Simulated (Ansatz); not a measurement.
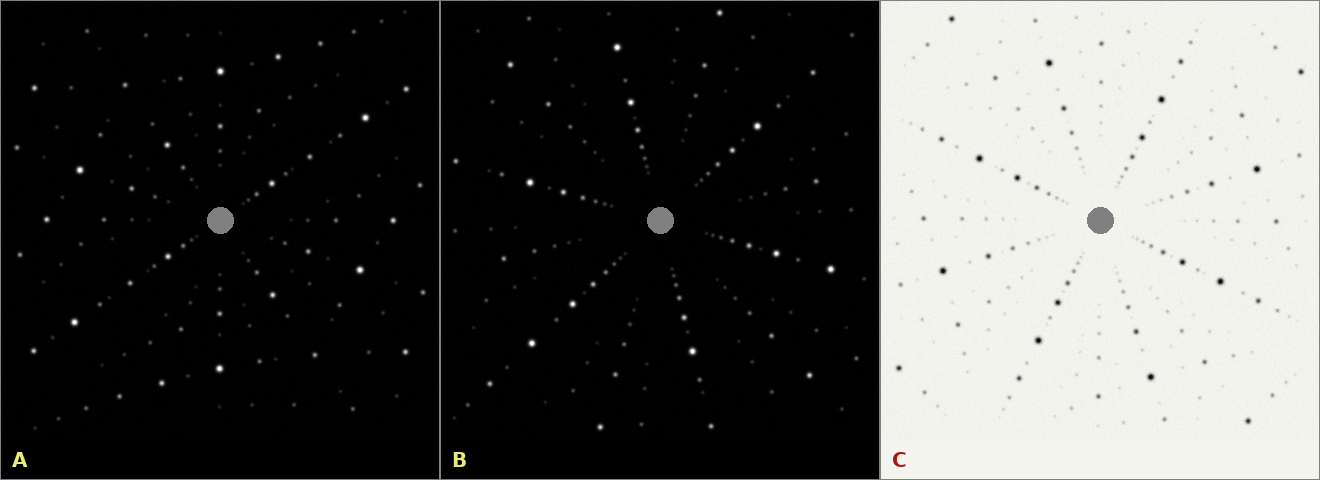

Simulated back-reflection Laue patterns (white X-rays, 0.45 to 2.2 Å, flat plate covering ±45° about the beam, kinematic intensities, seen from the source). Crystal: Ca, space group Fm-3m (No. 225), a = 5.580 Å. Structure: the input geometry of an electronic-structure calculation (not necessarily at equilibrium).

Q: The directions [001], [110], [111] point towards the source, in some order. Which is which?

A: A: [110], symmetry 2mm (a twofold axis with two mirror lines). B: [111], symmetry 3m (a threefold axis with three mirror lines). C: [001], symmetry 4mm (a fourfold axis with mirror lines). The Laue class is m-3m.
